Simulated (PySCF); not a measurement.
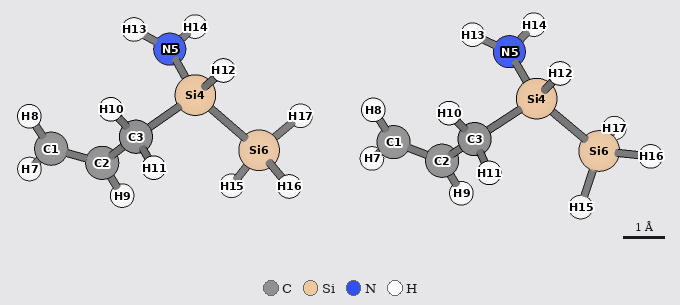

Two geometries of C3H11NSi2, drawn at one scale. One is the start of a relaxation, the other its converged end. The picture is a ball-and-stick view, seen face on.

Level of theory: PBE0-D3(BJ)/def2-SVP geometry optimisation, gas phase (PySCF). 

### Which geometry has the lower energy?

The left one is the relaxed one. The start comes from GFN2-xTB. After 13 geometry steps the energy has fallen by 16.5 kJ/mol. The largest force component goes from 1.1 to 0.01 eV/Å. H15 moves most after the best rigid fit: 0.95 Å. By element the largest moves are H 0.95 Å, C 0.20 Å, N 0.12 Å, Si 0.10 Å. Among the contacts that change: Si4–Si6 2.307 → 2.346 Å, Si6–H15 1.467 → 1.497 Å, Si4–H12 1.485 → 1.507 Å, C3–Si4 1.917 → 1.898 Å. Among the angles between lasting bonds that change: Si6–Si4–H12 112.9° → 108.0°, C3–Si4–N5 104.2° → 108.0°, Si4–Si6–H15 113.8° → 111.0°. Groups turn about Si4–Si6 by about 40°.
